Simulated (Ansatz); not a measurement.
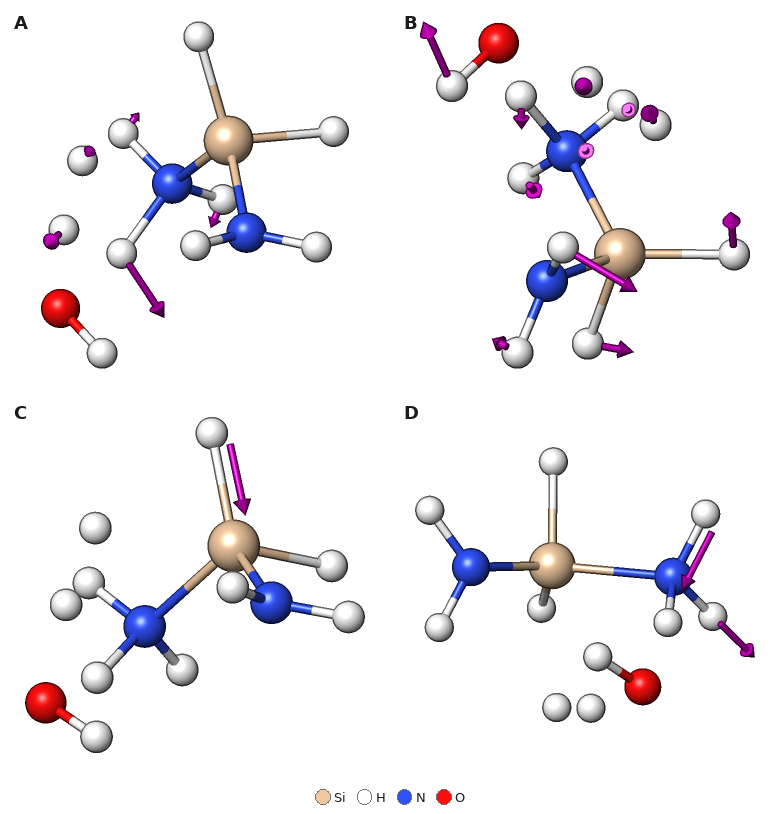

4 normal modes of one molecule or complex, as arrows. Harmonic vibrations computed with RKS PBE0-D4/def2-SVP (Ansatz 0.2.0) at a stationary point of the same level. It is a saddle point of order 1.

> Match the panels to the wavenumbers 582 cm⁻¹, 1785 cm⁻¹, 2235 cm⁻¹, 3610 cm⁻¹.

A: 1785 cm⁻¹
B: 582 cm⁻¹
C: 2235 cm⁻¹, Si–H stretching
D: 3610 cm⁻¹, out-of-phase stretching of 2 N–H bonds
